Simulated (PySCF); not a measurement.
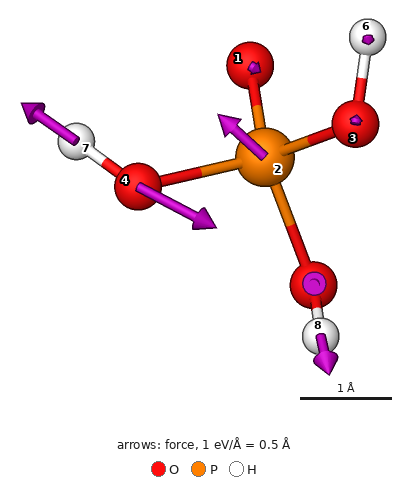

Starting geometry of PH₃O₄ with the computed forces as purple arrows. The picture is a ball-and-stick view, seen at a tilt.

The start comes from GFN2-xTB. Its atoms were then displaced at random by about 0.01 Å.

Level of theory: PBE0-D3(BJ)/def2-SVP geometry optimisation, gas phase in PySCF 2.14.0, density-fitted response routines. 

What follows when this structure is relaxed?

Answer. It isn't relaxed: the largest force vector, on an O atom, is 2.08 eV/Å. The final displacements have little in common with the starting forces (cosine between the two patterns 0.16). The energy falls by 0.065 eV in 4 geometry steps. The largest move after the best rigid fit is that of an H atom, 0.18 Å. Largest moves by element: H 0.18 Å, O 0.13 Å, P 0.06 Å. Near-neighbour distances that change, for instance: H–O 0.937 → 0.965 Å, O–P 1.579 → 1.600 Å, O–P 1.632 → 1.611 Å, H–O 0.970 → 0.966 Å. Among the angles between lasting bonds that change: P–O–H 109.7° → 113.5°, O–P–O 112.1° → 115.6°, O–P–O 116.9° → 114.9°.
